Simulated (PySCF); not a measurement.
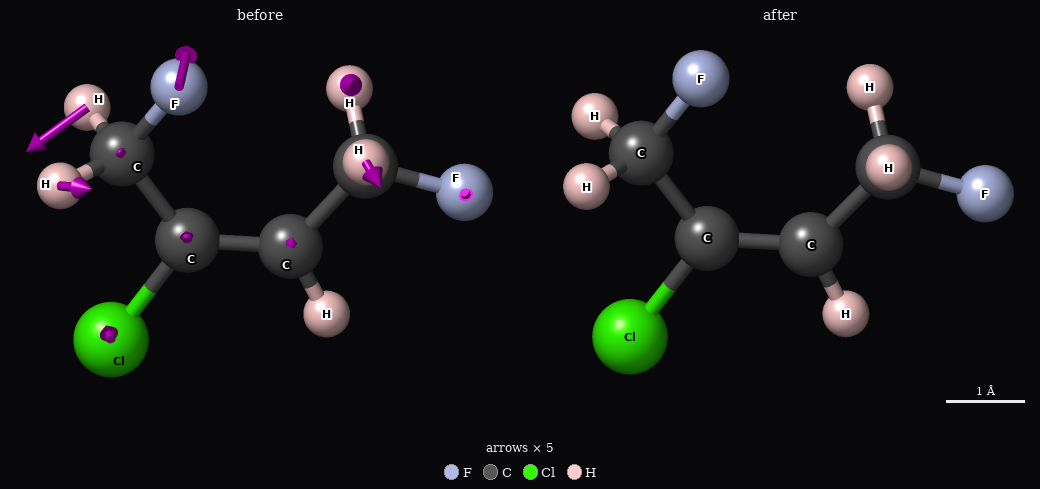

The structure of C₄H₅ClF₂ before (left) and after (right) a relaxation, at one scale. The purple arrows give the displacements, magnified 5 times.

Style: ball-and-stick. Shown at a tilt.

The start comes from GFN2-xTB.

All numbers below come from PBE0-D3(BJ)/def2-SVP geometry optimisation, gas phase (PySCF 2.14.0, density-fitted response routines). 

> What changed between the two?

After 5 geometry steps the energy has fallen by 0.98 kcal/mol. The atom that moves furthest after the best rigid fit is an F atom (0.21 Å). Largest moves by element: F 0.21 Å, H 0.19 Å, Cl 0.06 Å, C 0.05 Å. Near-neighbour distances that change, for instance: C–H 1.080 → 1.094 Å, C–C 1.324 → 1.333 Å, C–H 1.096 → 1.104 Å, C–Cl 1.734 → 1.739 Å. The run took about 100 core-seconds on a shared host.
